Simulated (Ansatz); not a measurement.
The figure comes from a scan of InP (zinc blende): a phonon pattern at X = (0.5, 0.5, 0.0) is frozen into a 4-atom cell, Q being the largest atomic displacement. The numbers are results of PBE (plane waves to 420 eV, PAW, scalar-relativistic; Ansatz, a program for electronic structure), not measurements. k mesh 10×10×10 (Γ-centred), Fermi-Dirac smearing 0.05 eV. E stands for the smeared free energy. InP was relaxed with its symmetry unable to fall. The PAW data are Ansatz's earlier set. ΔE is measured from the undisplaced structure.

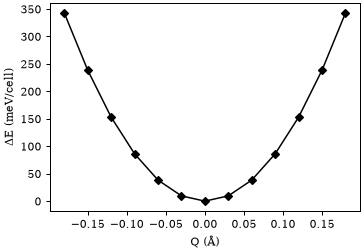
Fig. 1. ΔE (meV/cell) against Q (Å); computed points joined by lines.

### Question
Read the plotted values off the figure, to the accuracy that the plot allows.

### Answer
To the nearest 5:

```json
[
 {"Q (Å)": "-0.180", "ΔE (meV/cell)": "345"},
 {"Q (Å)": "-0.150", "ΔE (meV/cell)": "240"},
 {"Q (Å)": "-0.120", "ΔE (meV/cell)": "155"},
 {"Q (Å)": "-0.090", "ΔE (meV/cell)": "85"},
 {"Q (Å)": "-0.060", "ΔE (meV/cell)": "40"},
 {"Q (Å)": "-0.030", "ΔE (meV/cell)": "10"},
 {"Q (Å)": "0.000", "ΔE (meV/cell)": "0"},
 {"Q (Å)": "0.030", "ΔE (meV/cell)": "10"},
 {"Q (Å)": "0.060", "ΔE (meV/cell)": "40"},
 {"Q (Å)": "0.090", "ΔE (meV/cell)": "85"},
 {"Q (Å)": "0.120", "ΔE (meV/cell)": "155"},
 {"Q (Å)": "0.150", "ΔE (meV/cell)": "240"},
 {"Q (Å)": "0.180", "ΔE (meV/cell)": "345"}
]
```

(For displaced atoms, the force is minus the slope of the energy, and its curvature is a force constant, which sets phonon frequencies.)
